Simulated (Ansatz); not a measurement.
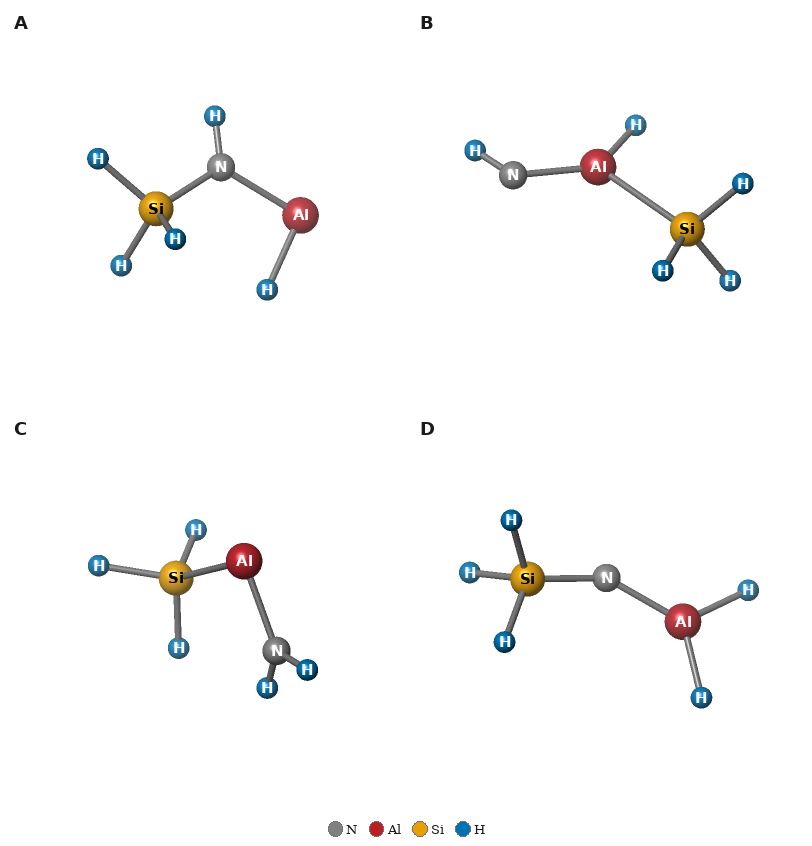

4 stationary structures of one formula. State: charge −1, singlet. Geometries: PBE0-D4/def2-TZVPD. Electronic energies: PBE0-D4/def2-TZVPD (Ansatz 0.2.0), without zero-point energy. No frequency run is at hand to confirm each as a minimum. Each is one conformer, not always the lowest.

### Rank them by energy, lowest first.

D is lowest (Cs); A lies 19.7 kJ/mol above it (Cs), C lies 40.1 kJ/mol above it (Cs), B lies 101.4 kJ/mol above it (Cs).
